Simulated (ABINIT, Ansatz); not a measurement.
## CaC2 (Immm): G0W0 with ABINIT, start to end

Aim: the G0W0 gap of CaC2 (Immm) on PBEsol, step by step.

Program: ABINIT 10.8.3. Level of theory: PBEsol and many-body steps on it, plane waves. Results are calculated unless marked as measured.

## (1) Starting point

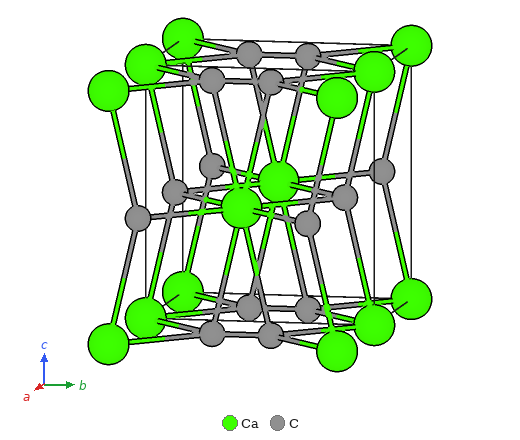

The cell as given, slightly off an axis (calcium green, carbon grey). 2×1×1 cells are drawn. This picture shows the conventional cell, with its axes. Some periodic images of atoms are drawn too.

The cell and positions are those that the Materials Project relaxed with its own functionals (PBE, PBE+U or r2SCAN), kept fixed.

## (2) Ground state

This step: ABINIT 10.8.3; DFT, PBEsol, plane waves, norm-conserving pseudopotentials.

The ground-state density comes first.

File run.abi:

```
acell 3*1.0 Angstrom
rprim 
  -1.894876555000 2.443261230000 2.680131180000
  1.894876555000 -2.443261230000 2.680131180000
  1.894876555000 2.443261230000 -2.680131180000
ntypat 2
znucl 20 6
natom 3
typat 1 2 2
xred 
  0.000000000000 0.000000000000 0.000000000000
  0.371239070000 0.500000000000 0.871239070000
  0.628760930000 0.500000000000 0.128760930000
pp_dirpath "pseudos"
pseudos "Ca.upf, C.upf"
ecut 37
ngkpt 6 6 6
nshiftk 1
shiftk 0 0 0
kptopt 1
chksymbreak 0
nband 14
occopt 1
tolvrs 1e-10
nstep 60
prtwf 0
optforces 0
optstress 0
indata_prefix "in"
outdata_prefix "out"
tmpdata_prefix "tmp"
```

Launch:

```
$ OMP_NUM_THREADS=1 mpirun -n 4 abinit run.abi > log
```

Numbers of over 12 decimals in the logs are rounded to 6 here.

Log:

```text
.Version 10.8.3 of ABINIT. v10.8.2 released Aug 2026.

 Symmetries : space group Im m m (# 71); Bravais oI (body-center ortho.)
================================================================================
 Values of the parameters that define the memory need of the present run
     intxc =       0    ionmov =       0      iscf =       7    lmnmax =       6
     lnmax =       6     mgfft =      45  mpssoang =       3    mqgrid =    3001
     natom =       3  nloc_mem =       1    nspden =       1   nspinor =       1
    nsppol =       1      nsym =       8    n1xccc =    2501    ntypat =       2
    occopt =       1   xclevel =       2
-    mband =          14        mffmem =           1         mkmem =          12
       mpw =        3618          nfft =       91125          nkpt =          46
================================================================================
  Rough estimation (10% accuracy) of disk space for files :
================================================================================

--------------------------------------------------------------------------------
------------- Echo of variables that govern the present computation ------------
--------------------------------------------------------------------------------
 -outvars: echo values of preprocessed input variables --------
            acell      1.8897261259E+00  1.8897261259E+00  1.8897261259E+00 Bohr

      chksymbreak           0
             ecut      3.70000000E+01 Hartree
-          fftalg         312

              ixc     -116133
              kpt      0.00000000E+00  0.00000000E+00  0.00000000E+00
                       1.66666667E-01  0.00000000E+00  0.00000000E+00
                       3.33333333E-01  0.00000000E+00  0.00000000E+00
                       5.00000000E-01  0.00000000E+00  0.00000000E+00
                       0.00000000E+00  1.66666667E-01  0.00000000E+00
                       1.66666667E-01  1.66666667E-01  0.00000000E+00
                       3.33333333E-01  1.66666667E-01  0.00000000E+00
                       5.00000000E-01  1.66666667E-01  0.00000000E+00
                      -3.33333333E-01  1.66666667E-01  0.00000000E+00
   [... 35 further rows ...]
                      -3.33333333E-01 -3.33333333E-01  3.33333333E-01
                       5.00000000E-01  5.00000000E-01  5.00000000E-01
         kptrlatt        6    0    0      0    6    0      0    0    6
          kptrlen      4.29695728E+01
P           mkmem          12
            natom           3
            nband          14
            ngfft          45      45      45
             nkpt          46
            nstep          60
             nsym           8
           ntypat           2
              occ      2.000000  2.000000  2.000000  2.000000  2.000000  2.000000
                       2.000000  2.000000  2.000000  0.000000  0.000000  0.000000
                       0.000000  0.000000
        optforces           0
        optstress           0
            prtwf           0
            rprim     -1.8948765550E+00  2.4432612300E+00  2.6801311800E+00
[...]
spgroup          71

           tolvrs      1.00000000E-10

             xred      0.0000000000E+00  0.0000000000E+00  0.0000000000E+00
[...]
znucl       20.00000    6.00000

================================================================================

 chkinp: Checking input parameters for consistency.

================================================================================
== DATASET  1 ==================================================================
-   mpi_nproc: 4, omp_nthreads: 1 (-1 if OMP is not activated)

--- !DatasetInfo
iteration_state: {dtset: 1, }
dimensions: {natom: 3, nkpt: 46, mband: 14, nsppol: 1, nspinor: 1, nspden: 1, mpw: 3618, }
cutoff_energies: {ecut:  37.0, pawecutdg:  -1.0, }
electrons: {nelect:   1.80000000E+01, charge:   0.00000000E+00, occopt:   1.00000000E+00, tsmear:   1.00000000E-02, }

 Real(R)+Recip(G) space primitive vectors, cartesian coordinates (Bohr,Bohr^-1):
 R(1)= -3.5807977  4.6170946  5.0647139  G(1)=  0.0000000  0.1082932  0.0987223
 R(2)=  3.5807977 -4.6170946  5.0647139  G(2)=  0.1396337  0.0000000  0.0987223
 R(3)=  3.5807977  4.6170946 -5.0647139  G(3)=  0.1396337  0.1082932  0.0000000
 Unit cell volume ucvol=  3.3493727E+02 bohr^3
 Angles (23,13,12)=  1.24827126E+02  1.06674293E+02  9.81616827E+01 degrees

 getcut: wavevector=  0.0000  0.0000  0.0000  ngfft=  45  45  45
         ecut(hartree)=     37.000   => boxcut(ratio)=   2.07875

--- Pseudopotential description ------------------------------------------------
- Ca Generated using ONCVPSP code by D. R. Hamann
- 20.00000  10.00000  180301                  znucl, zion, pspdat
12 -116133 2 -1 1746                          pspcod,pspxc,lmax,lloc,mmax
     nproj     2     2     2
  pspatm : epsatm=   12.46101000
         --- l  ekb(1:nproj) -->
[...]
pspatm: atomic psp has been read  and splines computed

- C Generated using ONCVPSP code by D. R. Hamann
-  6.00000   4.00000  180301                  znucl, zion, pspdat
12 -116133 1 -1 1248                          pspcod,pspxc,lmax,lloc,mmax
     nproj     2     2     0
  pspatm : epsatm=    4.34909242
         --- l  ekb(1:nproj) -->
[...]
pspatm: atomic psp has been read  and splines computed

   3.80865507E+02                                ecore*ucvol(ha*bohr**3)
--------------------------------------------------------------------------------

_setup2: Arith. and geom. avg. npw (full set) are    3600.106    3600.093

================================================================================

--- !BeginCycle
iteration_state: {dtset: 1, }
solver: {iscf: 7, nstep: 60, nline: 4, wfoptalg: 0, }
tolerances: {tolvrs: 1.00E-10, }

     iter   Etot(hartree)      deltaE(h)  residm     vres2
 ETOT  1  -50.512517792546    -5.051E+01 7.069E-02 8.795E+02
 ETOT  2  -50.618744924416    -1.062E-01 4.170E-02 1.922E+02
 ETOT  3  -50.643585391103    -2.484E-02 8.524E-03 1.126E+00
 ETOT  4  -50.643782527011    -1.971E-04 7.178E-03 3.304E-02
 ETOT  5  -50.643786407892    -3.881E-06 4.086E-03 3.158E-03
 ETOT  6  -50.643786716766    -3.089E-07 3.369E-03 3.066E-04
 ETOT  7  -50.643786749561    -3.279E-08 1.288E-03 6.731E-06
 ETOT  8  -50.643786750091    -5.301E-10 1.737E-03 6.892E-07
 ETOT  9  -50.643786750160    -6.879E-11 6.891E-04 1.168E-08
 ETOT 10  -50.643786750162    -2.117E-12 1.004E-03 8.215E-10
 ETOT 11  -50.643786750160     1.840E-12 3.360E-04 8.700E-12

 At SCF step   11       vres2   =  8.70E-12 < tolvrs=  1.00E-10 =>converged.

--- !ResultsGS
iteration_state: {dtset: 1, }
comment   : Summary of ground state results
lattice_vectors:
- [ -3.5807977,   4.6170946,   5.0647139, ]
- [  3.5807977,  -4.6170946,   5.0647139, ]
- [  3.5807977,   4.6170946,  -5.0647139, ]
lattice_lengths: [   7.73246,    7.73246,    7.73246, ]
lattice_angles: [124.827, 106.674,  98.162, ] # degrees, (23, 13, 12)
lattice_volume:   3.3493727E+02
convergence: {deltae:  1.840E-12, res2:  8.700E-12, residm:  3.360E-04, diffor:  0.000E+00, }
etotal    :  -5.06437868E+01
entropy   :   0.00000000E+00
fermie    :   8.90988714E-02
cartesian_stress_tensor: null
pressure_GPa: null
xred      :
- [  0.0000E+00,   0.0000E+00,   0.0000E+00, Ca]
- [  3.7124E-01,   5.0000E-01,   8.7124E-01,  C]
- [  6.2876E-01,   5.0000E-01,   1.2876E-01,  C]
cartesian_forces: null
force_length_stats: {min: null, max: null, mean: null, }

 Integrated electronic density in atomic spheres:
 ------------------------------------------------
 Atom  Sphere_radius  Integrated_density
[...]
2        2.00000          4.19665266
    3        2.00000          4.19665266
================================================================================

 ----iterations are completed or convergence reached----

 Mean square residual over all n,k,spin=   29.086E-07; max=  33.602E-05
 reduced coordinates (array xred) for    3 atoms
       0.000000000000      0.000000000000      0.000000000000
       0.371239070000      0.500000000000      0.871239070000
       0.628760930000      0.500000000000      0.128760930000
 rms dE/dt=  0.0000E+00; max dE/dt=  0.0000E+00; dE/dt below (all hartree)
    1       0.000000000000      0.000000000000      0.000000000000
    2       0.000000000000      0.000000000000      0.000000000000
    3       0.000000000000      0.000000000000      0.000000000000

 cartesian coordinates (angstrom) at end:
    1      0.000000     0.000000     0.000000
    2      1.894877     1.814068    -0.000000
    3     -0.000000     0.629193     2.680131
 length scales=  1.889726125908  1.889726125908  1.889726125908 bohr
              =  1.000000000000  1.000000000000  1.000000000000 angstroms
 prteigrs : about to open file out_EIG
 Fermi (or HOMO) energy (hartree) =   0.08910   Average Vxc (hartree)=  -0.34918
 Eigenvalues (hartree) for nkpt=  46  k points:
 kpt#   1, nband= 14, wtk=  0.00463, kpt=  0.0000  0.0000  0.0000 (reduced coord)
  -1.32285   -0.62796   -0.62776   -0.62370   -0.36151    0.00653    0.00828    0.07014
   0.07959    0.17519    0.22160    0.29386    0.30537    0.32761
 prteigrs : prtvol=0 or 1, do not print more k-points.

--- !EnergyTerms
iteration_state     : {dtset: 1, }
comment             : Components of total free energy in Hartree
kinetic             :  2.11323738098384E+01
hartree             :  1.08328925268560E+01
xc                  : -1.14045919728123E+01
Ewald energy        : -3.40722158980955E+01
psp_core            :  1.13712490670177E+00
local_psp           : -4.10980209215495E+01
non_local_psp       :  2.82865079890113E+00
total_energy        : -5.06437867501600E+01
total_energy_eV     : -1.37808764221770E+03
band_energy         : -6.92230913383511E+00

== END DATASET(S) ==============================================================
================================================================================

 -outvars: echo values of variables after computation  --------
           etotal     -5.0643786750E+01
            nband          14
             nkpt          46
          spgroup          71
 [... the other variables as echoed above ...]

 Calculation completed.
```

The job ended after 29 s (4 MPI ranks of Arm Neoverse V1, shared host; peak memory 0.34 GiB).

Numbers from this step:

| Quantity | Value |
| --- | --- |
| total energy | -1378.0876 eV |
| gap | 2.343 eV |
| k of the valence top | 0.3333, -0.1667, 0.1667 |
| k of the conduction bottom | 0, 0, 0 |
| least direct gap | 2.601 eV |

The gap is indirect, with the least direct gap 0.26 eV higher.

(Part 1 of 3 ends here.)

[Paths, hosts, dates, memory and timing lines, banners, echoed tables and standing remarks are left out of the program output.]

[Logs are printed without paths, hosts, clocks, repeated set-up lines and the standing remarks that a program may print on its own settings, such as how far it seeks lower states.]

[Runs of the session that timed out or met a known fault of the program may be left out.]

[Hosts, paths, dates, database ids (printed as entryN), source tags and the programs' standing remarks are cut or masked in the printed files.]

[G0W0 gaps are taken among the corrected bands and points alone; a level outside them can change the order at an edge.]

[Where Ansatz stands beside ABINIT at settings called matched, ABINIT's density can come from a denser mesh and the files from another edition; pairs whose starting gaps differed by over 0.03 eV were left out, so agreement reads better than it is.]
